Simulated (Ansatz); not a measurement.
# Lattice dynamics of SnSeS monolayer, Janus, part 2 of 3

Wanted: phonon frequencies of SnSeS monolayer, Janus and what follows from them.

Ansatz 0.2.0; DFT PBEsol, scalar-relativistic, plane waves, PAW; PAW set soft_1.

So far. Step 4 (Relaxing to small forces for the phonons): The largest force component left is 0.072 meV/Å, within the tolerances set.

### 5. Zone-centre response

The zone centre comes first: it holds the modes that light can see, as far as symmetry allows. The response to a homogeneous field gives the Born charges and the dielectric tensor, and its change with displacement the Raman tensors.

File input.yaml:

```yaml
crystal:
  lattice:
    - [3.7243136436, 0.0, 0.0]
    - [-1.8621568218, 3.225350227, 0.0]
    - [0.0, 0.0, 30.0]
  atoms:
    - { symbol: Sn, position: [0.0, 0.0, 0.3339270161] }
    - { symbol: S, position: [0.3333333333, 0.6666666667, 0.3823748617] }
    - { symbol: Se, position: [0.6666666667, 0.3333333333, 0.280364789] }
  periodic: [true, true, false]
kpoints:
  mp_grid: { grid: [12, 12, 1] }
hamiltonian:
  xc: pbesol
  pseudopotentials: { kind: paw, azcp: { folder: soft_1 }, xc_functional: pbe }
scf:
  occupations: { method: fixed }
output:
  eigenvalues: true
phonons:
  method: dfpt
  dielectric: true
  raman: true
```

On the command line:

```bash
ansatz run input.yaml --threads 8 --pin off --max-ram 16384MiB --backend cpu --events-out ev --progress --plain --runs-dir out
```

Numbers of over 12 decimals in the logs are rounded to 6 here.

Log:

```text
Warning: phonons.dielectric: true without phonons.rigid_motions: the static dielectric tensor ε⁰ will be withheld (ε∞, Z* and the rows of modes are given); for a crystal or a slab, whose only rigid motions are the translations, set phonons.rigid_motions: translations
[...]
Crystal: 3 atoms, lattice volume = 360.366 Å³
Basis set: ecut = 420 eV, 7085 PW (Γ), exchange–correlation on 50×50×432 points (8 copies of the dense FFT grid, shifted against one another)
Bands: 22, of which v1, the nominal top of the filled ones, is band 18 counted from 1 (17 counted from 0)
Symmetry: 6 space group operations
k-points: 43 of 144 (irreducible under 2 space group operations, time reversal used)
[...]
SCF iter   1: F=—  HF=-12260.410041 eV  |F-HF|=—  |Δ(HF+E_count)|=         —  Δρ=1.52e-2  dr2=1.26e0  ethr=3.10e-3  ⟨swp⟩=7.5  Hψ=5056  notcnv=0  defer=79
[...]
SCF iter  12: F=-12260.023625 eV  HF=-12260.023625 eV  |F-HF|=1.82e-12  |Δ(HF+E_count)|=  4.42e-10  Δρ=1.16e-7  dr2=9.24e-11  ethr=1.00e-12  ⟨swp⟩=25.1  Hψ=10270  notcnv=0
SCF 1 converged in 12 iterations: F = -12260.023625 eV  dr2 = 9.24e-11
[...]
DFPT response loops at Γ: preconditioner auto → none (the input reference at scf.mixing.eps_inf says where Resta's filter doesn't serve); β = 0.50; Broyden in place of MSR1
── the response to a field inside a basis, on 16×16×2 k-points: an SCF that follows is theirs, and a resumed run solves both again ──
Bands: 19, of which v1, the nominal top of the filled ones, is band 18 counted from 1 (17 counted from 0)
k-points: 136 of 512 (irreducible under 2 space group operations, time reversal used)
[...]
Eigensolver: Dense (136 Hₖ)
SCF iter   1: F=—  HF=-12260.010103 eV  |F-HF|=—  |Δ(HF+E_count)|=         —  Δρ=6.40e-5  dr2=3.73e-6  ethr=1.00e-1
[...]
SCF iter   7: F=-12260.010107 eV  HF=-12260.010107 eV  |F-HF|=8.37e-11  |Δ(HF+E_count)|=  5.46e-11  Δρ=1.11e-7  dr2=2.16e-11  ethr=1.00e-12
SCF 1 converged in 7 iterations: F = -12260.010107 eV  dr2 = 2.16e-11
[...]
SCF converged after 12 iterations
Free energy (F): -12260.023625 eV
[...]
Internal energy: -12260.023625 eV  (E = F + TS)
E sigma→0 (E₀):  -12260.023625 eV
Fermi energy:    -6.163824 eV
[...]
--- Band table (eV; the first three rows and the last of 43) ---
  k-point 0: bands = [... 14 lower, -7.1041, -7.1041, -6.1638, -6.1638, -4.3929, -2.9249, -1.3594, -1.3594]
  k-point 1: bands = [... 14 lower, -7.3729, -7.2657, -6.6346, -6.1744, -4.0412, -2.4743, -1.5195, -1.1848]
  k-point 2: bands = [... 14 lower, -7.6351, -7.5054, -7.2485, -6.2403, -3.7791, -2.1386, -1.0599, -0.7747]
  k-point 42: bands = [... 14 lower, -9.7473, -8.8092, -7.5299, -6.8061, -4.0501, -1.1488, -0.4201, 0.1887]
--- Phonons (Γ-DFPT): 6 representative perturbations + reference, on 43 of 144 k-points (Σ response iterations 27) ---
  k mesh reduced under 2 symmetry operations, with k and −k counted as one. Each operation leaves every solved perturbation unchanged. A smaller set is not considered because the run solves the response to a homogeneous field
  ASR residual: 2.336e-4 → 0.000e0 eV/Å²; symmetrization residual: 1.233e-5 eV/Å²
  ASR residual per site (eV/Å²): 2.34e-4 2.25e-4 1.56e-4
  Γ frequencies (cm⁻¹): 0.00 0.00 0.00 133.71 133.71 187.66 187.66 221.75 324.96
  ε∞ (high-frequency dielectric tensor):
        2.784092     0.000000     0.000000
        0.000000     2.784092     0.000000
        0.000000     0.000000     1.167620
  α∞ (the layer's polarisability for a field applied outside it; Å, Gaussian; ε∞ is over the cell's 30.000 Å):
        4.259205     0.000000     0.000000
        0.000000     4.259205     0.000000
        0.000000     0.000000     0.400163
  ε⁰ (static dielectric tensor): not given — the deck does not say what the cell's rigid motions are, and on a molecule in a box or a wire the rigid rotations would enter the sum over the modes at Γ. For a crystal or a slab, whose only rigid motions are the translations, set phonons.rigid_motions: translations.
  Born effective charges Z* (e; rows j = field, columns β = displacement):
    site 0:
         4.87330    0.00000    0.00000
         0.00000    4.87330   -0.00000
         0.00000   -0.00000    0.31465
    site 1:
        -2.40273    0.00000   -0.00000
        -0.00000   -2.40273    0.00000
        -0.00000    0.00000   -0.17375
    site 2:
        -2.47057    0.00000    0.00000
         0.00000   -2.47057    0.00000
         0.00000    0.00000   -0.14089
  Z* charge neutrality: 3.370e-3 e pre-enforcement
  solved inside a basis spanned on kpoints, on 16×16×2 k-points: ε∞ is read to err by 1.0e-2, Z* by 2.2e-2 e (field_mesh: kpoints solves on kpoints); Z* is corrected for what the basis lacks
  Raman tensors (in the event stream and the table raman_tensors.tsv): an entry may err by 6.1e0 Å², one of the second-order susceptibility by 2.5e0 pm/V (basis, points and sum rule); their sum over the sites missed zero by 1.727e-4 Å² ahead of its enforcement
  optical modes at Γ without the LO–TO term, one row a degenerate level:
      ω (cm⁻¹)  modes    IR ((D/Å)²/amu)  static Raman (Å⁴/amu)  depolarisation
        133.71      2             3.5277                18.9692           0.750
        187.66      2            17.5785                 1.4445           0.750
        221.75      1             0.0033              1022.5064           0.117
        324.96      1             0.0435                12.8530           0.077
```

It took 7.8 min on 8 threads of Arm Neoverse V2, shared host; peak memory 4 GiB.

In the SCF lines HF is the Harris–Foulkes energy and dr2 the Hartree energy of the density residual, in eV; the loop may stop once dr2 is under the threshold and the program's other checks hold. Hψ counts applications of the Hamiltonian.

This step gave:

| Quantity | Value |
| --- | --- |
| sum-rule residual before enforcement | 2.34e-4 eV/Å² |
| miss of the charge sum rule | 0.003370 e |
| estimated error of the dielectric tensor | 0.01045 |
| estimated error of the Born charges | 0.02187 e |
| point group | 3m |
| highest optical mode at the zone centre (no LO-TO term) | 325.0 cm⁻¹ |
| lowest optical zone-centre mode | 133.7 cm⁻¹ |
| largest Born charge (third of the trace) | 3.354 e |

Without the LO-TO term. Patterns of degenerate modes are one choice out of their space. The modes at Γ (shares of kinetic energy by element, %):

| mode | frequency (cm⁻¹) | symmetry | Sn % | S % | Se % |
| --- | --- | --- | --- | --- | --- |
| 1 | 0.0 | acoustic | 52 | 14 | 34 |
| 2 | 0.0 | acoustic | 52 | 14 | 34 |
| 3 | 0.0 | acoustic | 52 | 14 | 34 |
| 4 | 133.7 | E | 22 | 13 | 65 |
| 5 | 133.7 | E | 22 | 13 | 65 |
| 6 | 187.7 | E | 27 | 73 | 1 |
| 7 | 187.7 | E | 27 | 73 | 1 |
| 8 | 221.8 | A1 | 18 | 18 | 63 |
| 9 | 325.0 | A1 | 30 | 68 | 2 |

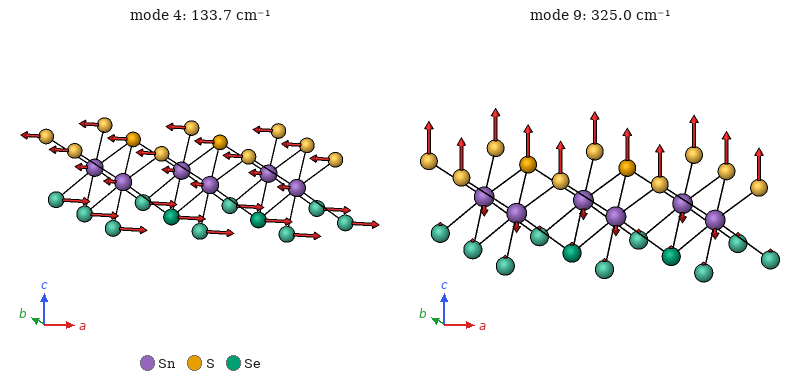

Displacement patterns of modes 4 and 9 at Γ; arrows are exaggerated. 2×1×1 cells are drawn. Some periodic images of atoms are drawn too.

High-frequency dielectric tensor, averaged over the cell of height 30.0 Å or as lengthened by the program, vacuum included. Tensor:

|  | x | y | z |
| --- | --- | --- | --- |
| x | 2.784 | 0 | 0 |
| y | 0 | 2.784 | 0 |
| z | 0 | 0 | 1.168 |

Born charge (rows field, columns displacement) (e), principal values of the symmetric part by kind of site:

| atom | atoms with these values | low | middle | high | mean |
| --- | --- | --- | --- | --- | --- |
| Sn1 | 1 | 0.31 | 4.87 | 4.87 | 3.35 |
| S2 | 1 | -2.40 | -2.40 | -0.17 | -1.66 |
| Se3 | 1 | -2.47 | -2.47 | -0.14 | -1.69 |

In full for Sn1:

```
4.87 0.00 0.00
0.00 4.87 0.00
0.00 0.00 0.31
```

Transverse modes. Infrared lines, with heights relative to the strongest:

| position (cm⁻¹) | label | relative intensity |
| --- | --- | --- |
| 134 | E | 20 |
| 188 | E | 100 |
| 222 | A1 | 0.0 |
| 325 | A1 | 0.2 |

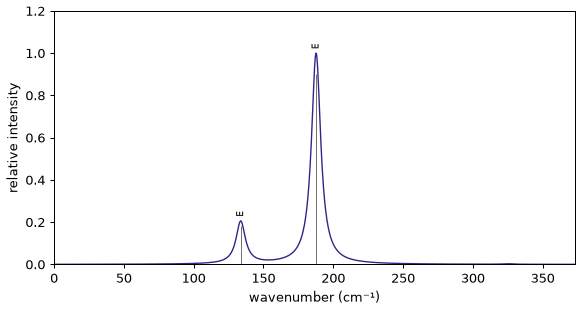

The infrared spectrum, broadened with Lorentzians of width 8 cm⁻¹; bars mark the lines.

Activity x (w_L - w)^4 (n + 1)/w, 532 nm, 300 K; the tensors are static ones, while 532 nm light lies above the computed direct gap, where resonance would change the heights. Lines of the Raman spectrum (strongest = 100):

| position (cm⁻¹) | label | relative intensity |
| --- | --- | --- |
| 134 | E | 4.3 |
| 188 | E | 0.2 |
| 222 | A1 | 100 |
| 325 | A1 | 0.7 |

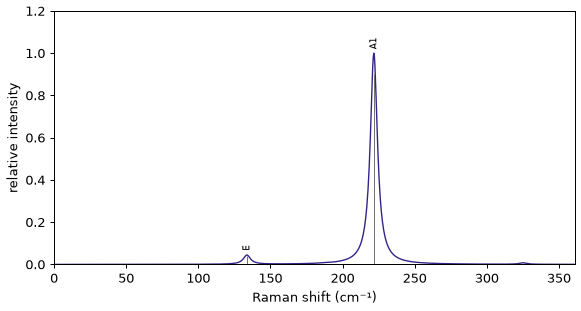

The Raman spectrum, broadened with Lorentzians of width 6 cm⁻¹; bars mark the lines.

Before it was imposed, the acoustic sum rule was missed by 2.3e-4 eV/Å² and the charge sum rule by 0.0034 e. Small misses are needed for a sound result but don't prove that mesh and cutoff are converged. The lowest optical mode is real, 134 cm⁻¹.

### 6. The dispersion

Stability and thermal properties need the whole zone. Linear response on a 6×6×1 q mesh gives force constants as far as a supercell of that size would, and the tensors from the zone-centre run are typed in so that the long-range dipole term is interpolated apart.

input.yaml, the sections that differ from step 5:

```yaml
phonons:
  method: dfpt
  qmesh: [6, 6, 1]
  temperatures: { t_max: 1000, t_step: 50 }
  qpath:
    path:
      - [0.0, 0.0, 0.0]
      - [0.5, 0.0, 0.0]
      - [0.33333333, 0.33333333, 0.0]
      - [0.0, 0.0, 0.0]
    npoints: 10
  isolated: true
  non_analytic_term:
    high_frequency_dielectric_tensor: [[2.7841, 0.0, 0.0], [0.0, 2.7841, 0.0], [0.0, 0.0, 1.1676]]
    born_effective_charges:
      - { species: Sn, tensor: [[4.8733, 0.0, 0.0], [0.0, 4.8733, 0.0], [0.0, 0.0, 0.3146]] }
      - { species: S, tensor: [[-2.4027, 0.0, 0.0], [0.0, -2.4027, 0.0], [0.0, 0.0, -0.1738]] }
      - { species: Se, tensor: [[-2.4706, 0.0, 0.0], [0.0, -2.4706, 0.0], [0.0, 0.0, -0.1409]] }
    source: "zone-centre run at this cell"
# crystal, kpoints, hamiltonian, scf, output: as in step 5
```

Log:

```text
Warning: phonons: the dynamical matrix that this run interpolates holds no multipole term above the dipole-dipole one, and a site of this crystal is no centre of inversion, so its interpolated transverse optical and acoustic branches and sound speeds can stay off near Gamma, and the density of states and the thermodynamics with them. What a run solves at a wave vector of phonons.qpoints, Gamma apart, where the deck admits one, is free of this, and under fd what a larger phonons.supercell samples
[...]
Crystal: 3 atoms, lattice volume = 360.366 Å³
Basis set: ecut = 420 eV, 7085 PW (Γ), exchange–correlation on 50×50×432 points (8 copies of the dense FFT grid, shifted against one another)
Bands: 22, of which v1, the nominal top of the filled ones, is band 18 counted from 1 (17 counted from 0)
Symmetry: 6 space group operations
k-points: 19 of 144 (time reversal used)
[...]
SCF iter   1: F=—  HF=-12260.410101 eV  |F-HF|=—  |Δ(HF+E_count)|=         —  Δρ=1.52e-2  dr2=1.26e0  ethr=3.10e-3  ⟨swp⟩=7.4  Hψ=2233  notcnv=0  defer=36
[...]
SCF iter  14: F=-12260.023625 eV  HF=-12260.023625 eV  |F-HF|=2.73e-11  |Δ(HF+E_count)|=  1.27e-11  Δρ=1.85e-8  dr2=6.68e-12  ethr=1.00e-12  ⟨swp⟩=21.6  Hψ=4049  notcnv=0
SCF 1 converged in 14 iterations: F = -12260.023625 eV  dr2 = 6.68e-12
[...]
NSCF: frozen V_eff on 19 k-points
[...]
DFPT response loops at q = (0, 0, 0) (fractional): preconditioner auto → none (the input reference at scf.mixing.eps_inf says where Resta's filter doesn't serve); β = 0.50; Broyden in place of MSR1
[...]
SCF converged after 14 iterations
Free energy (F): -12260.023625 eV
[...]
Internal energy: -12260.023625 eV  (E = F + TS)
E sigma→0 (E₀):  -12260.023625 eV
Fermi energy:    -6.163822 eV
[...]
--- Band table (eV; the first three rows and the last of 19) ---
  k-point 0: bands = [... 14 lower, -7.1041, -7.1041, -6.1638, -6.1638, -4.3929, -2.9249, -1.3594, -1.3594]
  k-point 1: bands = [... 14 lower, -7.3729, -7.2657, -6.6346, -6.1744, -4.0412, -2.4743, -1.5195, -1.1848]
  k-point 2: bands = [... 14 lower, -7.6351, -7.5054, -7.2485, -6.2403, -3.7791, -2.1386, -1.0599, -0.7747]
  k-point 18: bands = [... 14 lower, -9.9592, -9.6750, -7.2334, -7.0781, -4.1399, -0.7588, -0.6505, 0.6385]
--- Phonons (Γ-DFPT): 6 representative perturbations + reference (Σ response iterations 25) ---
  ASR residual: 2.861e-5 → 0.000e0 eV/Å²; symmetrization residual: 8.173e-6 eV/Å²
  ASR residual per site (eV/Å²): 9.62e-6 2.24e-5 2.86e-5
  Γ frequencies (cm⁻¹): 0.00 0.00 0.00 133.71 133.71 187.66 187.66 221.75 324.96
--- Phonons (arbitrary-q DFPT): 7 irreducible q on the 6×6×1 mesh ---
  q = [0.0000, 0.0000, 0.0000] (star 1, of the zone-centre solve; hermiticity 9.20e-7, symmetrization 7.73e-12): -0.00 0.00 0.00 133.71 133.71 187.66 187.66 221.75 324.96
  q = [0.0000, 0.1667, 0.0000] (star 6, 9 solved perturbations on 78 of 144 k-point pairs; hermiticity 1.28e-6, symmetrization 1.78e-10): 18.85 44.23 75.14 133.99 166.14 191.28 212.47 251.10 302.89
[...]
q = [0.1667, 0.1667, 0.0000] (star 6, 6 solved perturbations in 666 linear systems a pass and spin channel, the states on 144 of 144 k-point pairs; hermiticity 1.19e-6, symmetrization 1.19e-10): 39.08 79.56 106.17 143.62 175.89 192.96 213.13 250.16 286.76
[...]
sum rule: each row above includes the acoustic sum rule's correction from the zone centre's row sums; it moved no ω² by more than (0.44 cm⁻¹)²
  mesh force constants: q→R imaginary residual 2.11e-18; ASR residual 2.861e-5 → 0.000e0 eV/Å²; symmetrization residual 1.066e-14 eV/Å²
  interpolated dispersion: 31 rows × 9 modes
  density of states and harmonic sums: on the 24×24×1 q-mesh, interpolated from the force constants of a 6×6×1 supercell (with the dipole–dipole term of supplied tensors)
  largest difference from the sums on the solved wave vectors: F 2.50e-2 eV, S 3.09e-5 and C_V 5.83e-6 eV/K
  zero-point energy: 0.092693 eV/cell   skipped modes (ω ≤ 0): 4, of them read as no rigid motion or as one in doubt: 1 (1.042e-2 modes/cell left out, lowest -2.60 cm⁻¹)   left out of the sums: 1.74e-3 of the cell's modes: C_V's classical limit lies that fraction below 3 k_B per atom; for a crystal, a wire or a layer, F and S can be off by more, and a phonons.interpolated_qmesh denser along its periods is the remedy for the sampling
```

Elapsed: 11 min, on 8 threads; peak memory 3 GiB.

This step gave:

* sum-rule residual before enforcement: 2.86e-5 eV/Å²
* lowest frequency on the path: -2.560 cm⁻¹
* highest frequency on the path or at a solved wavevector: 325 cm⁻¹
* lowest mode on the q mesh (acoustic modes at Γ apart): 18.85 cm⁻¹

Frequencies (cm⁻¹) solved at each irreducible wavevector; negative means imaginary. Frequencies by wavevector, by row:

| q in reciprocal lattice units | star | mode 1 | mode 2 | mode 3 | mode 4 | mode 5 | mode 6 | mode 7 | mode 8 | mode 9 |
| --- | --- | --- | --- | --- | --- | --- | --- | --- | --- | --- |
| 0 0 0 | 1 | 0 | 0 | 0 | 133.7 | 133.7 | 187.7 | 187.7 | 221.8 | 325 |
| 0 0.1667 0 | 6 | 18.9 | 44.2 | 75.1 | 134 | 166.1 | 191.3 | 212.5 | 251.1 | 302.9 |
| 0 0.3333 0 | 6 | 47.9 | 69.9 | 124.2 | 131.8 | 178.1 | 197.7 | 204.1 | 254.5 | 286.1 |
| 0 -0.5 0 | 3 | 63 | 77.5 | 131 | 137.1 | 171.3 | 200.7 | 206.5 | 257.8 | 281 |
| 0.1667 0.1667 0 | 6 | 39.1 | 79.6 | 106.2 | 143.6 | 175.9 | 193 | 213.1 | 250.2 | 286.8 |
| 0.1667 0.3333 0 | 12 | 58.9 | 98.3 | 127.9 | 147.4 | 171.2 | 193.5 | 220.9 | 252.2 | 276.9 |
| 0.3333 0.3333 0 | 2 | 62.6 | 113.7 | 132.5 | 158.4 | 166 | 185.5 | 237.8 | 246.1 | 271.2 |

Interpolated from a 6×6×1 q mesh, with the LO-TO term (at Γ the limit along the path; where Γ stands inside the path, tables give the limit on arrival). The phonon branches at the labelled points (cm⁻¹):

| point | branch 1 | branch 2 | branch 3 | branch 4 | branch 5 | branch 6 | branch 7 | branch 8 | branch 9 |
| --- | --- | --- | --- | --- | --- | --- | --- | --- | --- |
| Γ | 0 | 0 | 0 | 134 | 134 | 188 | 188 | 222 | 325 |
| M | 63 | 78 | 131 | 137 | 171 | 201 | 206 | 258 | 281 |
| K | 63 | 114 | 132 | 158 | 166 | 186 | 238 | 246 | 271 |
| Γ | 0 | 0 | 0 | 134 | 134 | 188 | 188 | 222 | 325 |

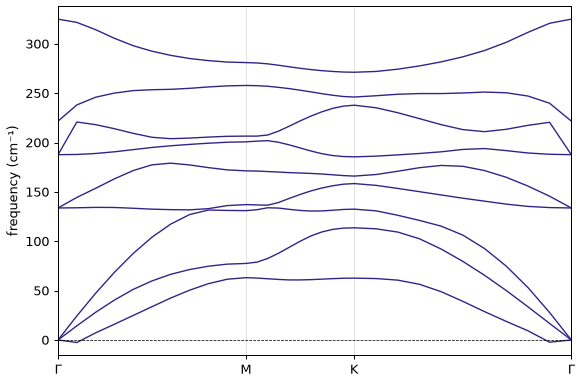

Phonon branches along the path.

(Continued in part 3 of 3.)

[Logs are printed without paths, hosts, clocks, repeated set-up lines and the standing remarks that a program may print on its own settings, such as how far it seeks lower states.]

[Hosts, paths, dates, database ids (printed as entryN), source tags and the programs' standing remarks are cut or masked in the printed files.]
